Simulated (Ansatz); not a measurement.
**H8Si3: density, localisation and related maps**

```yaml
atoms:
  - { symbol: Si, position_ang: [0.0531, -0.1601, 0.2010] }
  - { symbol: H, position_ang: [-0.4393, -0.4925, 1.5732] }
  - { symbol: Si, position_ang: [2.3844, 0.0997, 0.2374] }
  - { symbol: H, position_ang: [3.0595, -1.1435, 0.7145] }
  - { symbol: H, position_ang: [2.8703, 0.4137, -1.1394] }
  - { symbol: H, position_ang: [2.7562, 1.2279, 1.1420] }
  - { symbol: Si, position_ang: [-0.9677, 1.8175, -0.5419] }
  - { symbol: H, position_ang: [-2.4507, 1.6592, -0.6296] }
  - { symbol: H, position_ang: [-0.6568, 2.9315, 0.4036] }
  - { symbol: H, position_ang: [-0.4418, 2.1797, -1.8930] }
  - { symbol: H, position_ang: [-0.3144, -1.2844, -0.7139] }
```

Method: Ansatz, RKS r2SCANh/def2-SVP.

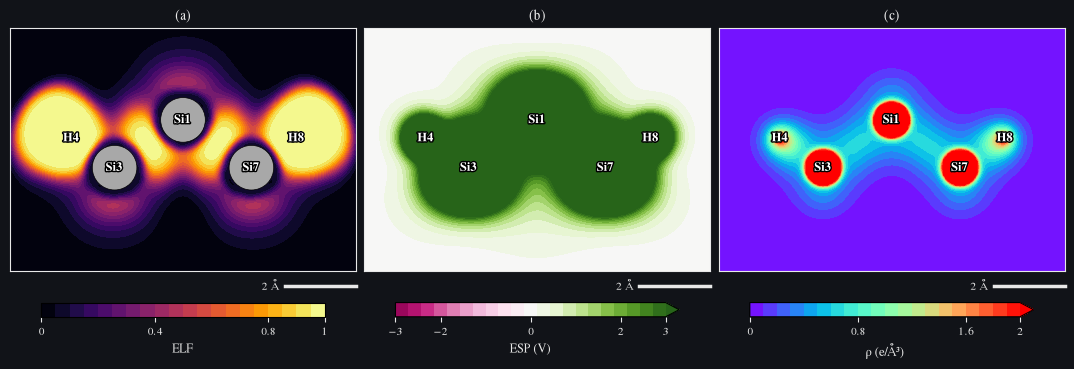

Figure 1. (a) ELF; (b) electrostatic potential; (c) total electron density on the plane of atoms Si3, Si1 and Si7. Grey discs cover the atomic cores in the ELF map.

> What do the fields say about this system?

- Atoms in the plane: Si and H.
- Si–Si (2.35 Å): the density is about 0.63 e/Å³ at the midpoint; the ELF peaks at about 1 between the atoms (localised, covalent bonding).
- Si–H (1.49 Å): ρ at the midpoint is about 0.74 e/Å³; the ELF climbs to about 1 towards the hydrogen, as it does in any bond to H.
- The potential has no marked negative region in this plane.

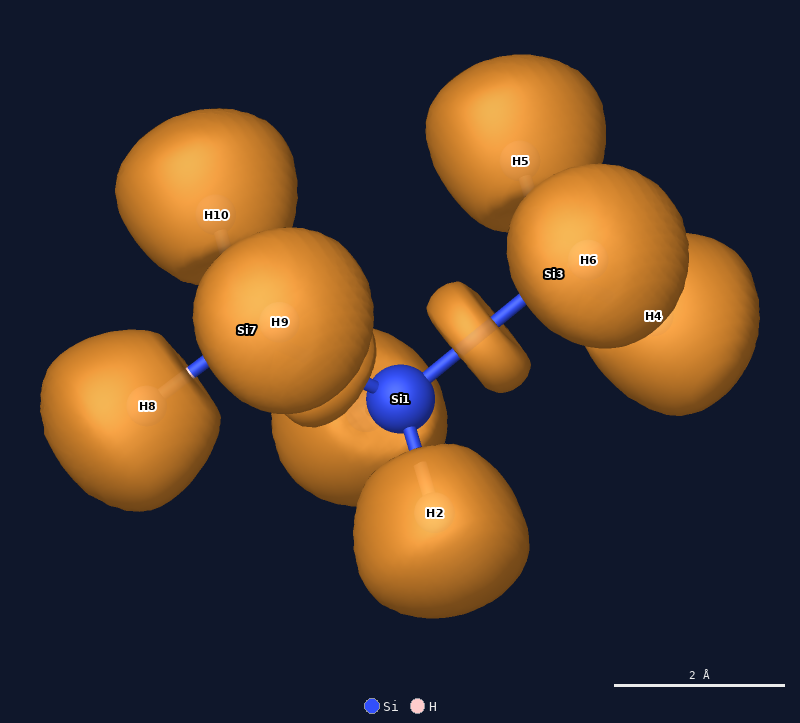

Figure 2. Isosurface of the electron localisation function at 0.85 (orange), seen at a tilt. Core shells and regions of very low density are left out.

> Identify the bonds, lone pairs and shells in this picture.

The surface consists of two regions between bonded Si–Si atoms (shared pairs) and eight regions around hydrogen nuclei.

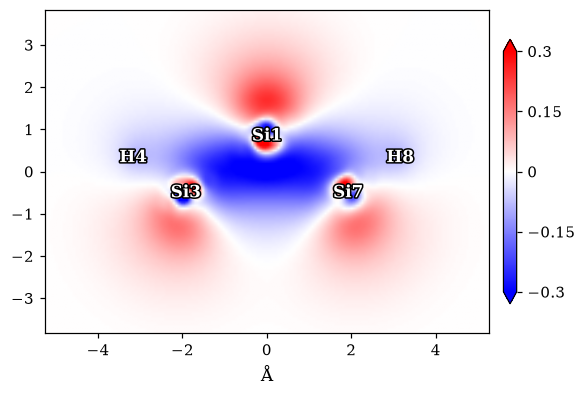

Figure 3. The HOMO−1 on the plane of atoms Si1, Si3 and H4 (values in Å⁻³ᐟ²; the overall sign is arbitrary).

> Where does this orbital lie, and at what energy?

It lies mainly on Si1 (about 35 %), Si3 (about 15 %), Si7 (about 15 %), H2 (about 10 %) and H11 (about 10 %). Its energy is −8.30 eV.
